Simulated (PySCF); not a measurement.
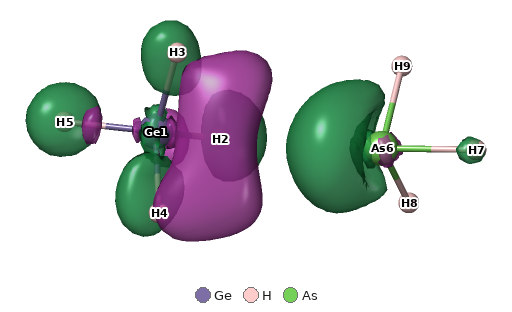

*AsGeH$_{7}$, SMILES `[GeH4].[AsH3]`. Density of the complex less the densities of the two fragments at the same geometry, ±0.0015 e/Å³ (green: gain, purple: loss). Fragment A: GeH4 (atoms 1–5); fragment B: AsH3.*

Level of theory: HF/def2-SVP (PySCF), at a geometry from GFN2-xTB. GFN2-xTB bond lengths at metals and heavier atoms can be off by up to 0.1 Å and shapes distorted, which carries into these values.

Which way does charge flow?

Answer. Hirshfeld charges show almost no net transfer (under 0.005 e). 0.03 e is displaced in all, which induces a dipole of 0.12 D.

What is the interaction energy, and which contacts carry it?

Answer. The counterpoise-corrected interaction energy of the frozen fragments is +3.0 kcal/mol without dispersion correction and −1.2 kcal/mol with D3(BJ). The pair geometry is semi-empirical, not a minimum at this level. Contacts: Ge1···As6, 3.54 Å, ρ = 0.007 a.u. The pose is a local one from a semi-empirical search, not shown to be the most stable.
